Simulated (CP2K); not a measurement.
# Two attempts at CuNH4O (SMILES [NH3+][Cu-][OH])

Wanted: the energy of CuNH4O, GFN0-xTB.

The calculation is run with CP2K 2026.2.

4 further runs of the same task are left out: 1 that didn't finish, 3 set aside as unsound or not needed.

### Step 1. The structure to begin with

The species is CuNH4O (7 atoms), meant as a singlet with charge 0. As SMILES, `[NH3+][Cu-][OH]`. The shape comes from GFN2-xTB, which is rough for such elements, and wasn't checked as a minimum. This is one conformer, not always the lowest.

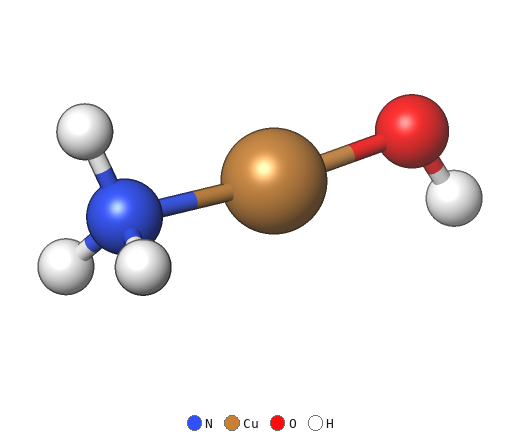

The structure, seen from a chosen angle (nitrogen blue, copper orange, oxygen red, hydrogen white).

### Step 2. The input as first written

The input, calc.inp:

```
&GLOBAL
  PROJECT calc
  RUNTYPE ENERGY
  PRINT_LEVEL MEDIUM
&END GLOBAL

&FORCE_EVAL
  METHOD QUICKSTEP
  &DFT
    CHARGE 0
    MULTIPLICITY 1
    &QS
      METHOD XTB
      EPS_DEFAULT 1.0E-10
      &XTB
        GFN_TYPE 0
        CHECK_ATOMIC_CHARGES F
      &END XTB
    &END QS
    &POISSON
      PERIODIC NONE
      POISSON_SOLVER ANALYTIC
    &END POISSON
    &SCF
      SCF_GUESS ATOMIC
      EPS_SCF 1.0E-06
      MAX_SCF 150
      ADDED_MOS 4
      &DIAGONALIZATION
        ALGORITHM STANDARD
      &END DIAGONALIZATION
      &MIXING
        METHOD DIRECT_P_MIXING
        ALPHA 0.4
      &END MIXING
      &SMEAR ON
        METHOD FERMI_DIRAC
        ELECTRONIC_TEMPERATURE [K] 300
      &END SMEAR
    &END SCF
    &PRINT
      &MOMENTS
        PERIODIC F
        REFERENCE COM
        MAX_MOMENT 1
      &END MOMENTS
      &MO ON
        ENERGIES T
        OCCUPATION_NUMBERS T
        NDIGITS 6
        &EACH
          QS_SCF 0
        &END EACH
        ADD_LAST NUMERIC
      &END MO
      &HIRSHFELD OFF
      &END HIRSHFELD
    &END PRINT
  &END DFT
  &SUBSYS
    &CELL
      ABC [angstrom] 14 12.9 11.7
      PERIODIC NONE
    &END CELL
    &COORD
      UNIT bohr
      N     -1.9345315     1.1337223    -0.3564779
      Cu     1.1001608    -0.4818235     0.0754190
      O      4.0747975    -1.7643050     0.2639947
      H     -3.3222519    -0.1529355    -0.6872745
      H     -1.7223909     2.2882316    -1.8770083
      H     -2.3394054     2.1676859     1.2109932
      H      4.1436403    -3.1905569     1.3703538
    &END COORD
    &TOPOLOGY
      &CENTER_COORDINATES
      &END CENTER_COORDINATES
    &END TOPOLOGY
  &END SUBSYS
&END FORCE_EVAL
```

On the command line:

```sh
$ OMP_NUM_THREADS=1 cp2k.psmp calc.inp > calc.out
```

Standard output:

```text
Possible matches for unknown keyword

 RUNTYPE

   keyword RUN_TYPE in section %__ROOT__%GLOBAL score:  109
   enum RTP in section %__ROOT__%GLOBAL for keyword RUN_TYPE score:  106
   enum AUTO in section %__ROOT__%GLOBAL for keyword ELPA_KERNEL score:  105
   enum NONE in section %__ROOT__%GLOBAL for keyword RUN_TYPE score:  105
   enum PINT in section %__ROOT__%GLOBAL for keyword RUN_TYPE score:  105

 *******************************************************************************
 *   ___                                                                       *
 *  /   \                                                                      *
 * [ABORT]                                                                     *
 *  \___/           found an unknown keyword RUNTYPE in section GLOBAL         *
 *    |                                                                        *
 *  O/|                                                                        *
 * /| |                                                                        *
 * / \                                               input/input_parsing.F:253 *
 *******************************************************************************

 ===== Routine Calling Stack =====

            3 section_vals_parse
            2 section_vals_parse
            1 read_input

Program received signal SIGABRT: Process abort signal.

Backtrace for this error:
#0  0x5576d458f957 in ???
#1  0x5576f4e44cac in __pthread_kill_implementation
#2  0x5576f4debfb7 in raise
#3  0x5576f4dd5d37 in abort
#4  0x5576d4c62d83 in ???
#5  0x5576d4c64297 in ???
#6  0x5576d4dd42b7 in ???
#7  0x5576d4dd38f7 in ???
#8  0x5576d46a9807 in ???
#9  0x5576d4f14e8b in ???
#10  0x5576d4f19d0b in ???
#11  0x5576d4630db3 in ???
#12  0x5576d462ef13 in ???
#13  0x5576f4dd6573 in __libc_start_call_main
#14  0x5576f4dd6657 in __libc_start_main_impl
#15  0x5576d462f06f in ???
#16  0xffffffffffffffff in ???
```

Run time: 0.48 s. Hardware: 1 thread of Arm Neoverse N1, shared host; peak memory 0.13 GiB.

### Step 3. Diagnosis

The program refused the input.

The telling line is `Possible matches for unknown keyword`. The fault: the input text is malformed or holds a word that the program doesn't know.

### Step 4. Second attempt

The input, job.inp:

```
&GLOBAL
    PROJECT_NAME job
    RUN_TYPE ENERGY
    PRINT_LEVEL MEDIUM
&END GLOBAL

&FORCE_EVAL
    METHOD QS
    &DFT
        &QS
            METHOD XTB
            EPS_DEFAULT 1.0E-10
            &XTB
                GFN_TYPE 0
                CHECK_ATOMIC_CHARGES F
            &END XTB
        &END QS
        &POISSON
            PERIODIC NONE
            POISSON_SOLVER ANALYTIC
        &END POISSON
        &SCF
            SCF_GUESS ATOMIC
            EPS_SCF 1.0E-06
            MAX_SCF 150
            ADDED_MOS 4
            &DIAGONALIZATION
                ALGORITHM STANDARD
            &END DIAGONALIZATION
            &MIXING
                METHOD DIRECT_P_MIXING
                ALPHA 0.4
            &END MIXING
            &SMEAR ON
                METHOD FERMI_DIRAC
                ELECTRONIC_TEMPERATURE [K] 300
            &END SMEAR
        &END SCF
        &PRINT
            &MOMENTS
                PERIODIC F
                REFERENCE COM
                MAX_MOMENT 1
            &END MOMENTS
            &MO ON
                ENERGIES T
                OCCUPATION_NUMBERS T
                NDIGITS 6
                &EACH
                    QS_SCF 0
                &END EACH
                ADD_LAST NUMERIC
            &END MO
            &HIRSHFELD OFF
            &END HIRSHFELD
        &END PRINT
    &END DFT
    &SUBSYS
        &CELL
            ABC 14 12.9 11.7
            PERIODIC NONE
        &END CELL
        &COORD
            UNIT bohr
            N     -1.9345315     1.1337223    -0.3564779
            Cu     1.1001608    -0.4818235     0.0754190
            O      4.0747975    -1.7643050     0.2639947
            H     -3.3222519    -0.1529355    -0.6872745
            H     -1.7223909     2.2882316    -1.8770083
            H     -2.3394054     2.1676859     1.2109932
            H      4.1436403    -3.1905569     1.3703538
        &END COORD
        &TOPOLOGY
            &CENTER_COORDINATES
            &END CENTER_COORDINATES
        &END TOPOLOGY
    &END SUBSYS
&END FORCE_EVAL
```

On the command line:

```sh
$ OMP_NUM_THREADS=1 cp2k.psmp -i job.inp > job.out 2>&1
```

Standard output:

```text
CP2K| version string:                                       CP2K version 2026.2
[...]
 GLOBAL| Method name                                                        CP2K
[...]
 GLOBAL| Run type                                                         ENERGY
[...]
                             - Atoms:                                          7
[...]
                             - Spherical basis functions:                     25
[...]
 Number of electrons:                                                         26
[...]
  Fermi energy:                                                -0.22525681433181
[...]
 TB_DIPOLE| Moment [Debye]         -7.30879521       3.08515786      -0.41249086
 TB_DIPOLE| Derivative [a.u.]       0.00000000       0.00000000       0.00000000
[...]
 ENERGY| Total FORCE_EVAL ( QS ) energy [hartree]            -12.955153109059083
[...]
```

It took 0.4 s on 1 thread of Arm Neoverse N1, shared host; peak memory 0.14 GiB.

### Step 5. Outcome

At GFN0-xTB:

| quantity | value |
| --- | --- |
| total energy | -12.95515 Eh |
| dipole moment (from atomic charges alone) | 7.94 D |
| HOMO energy | -10.47 eV |
| LUMO energy | -5.23 eV |
| HOMO–LUMO gap | 5.24 eV |
| dispersion energy | -2.67 kJ/mol |

The dipole comes from point charges on the atoms alone, without atomic dipoles, so it is partial.
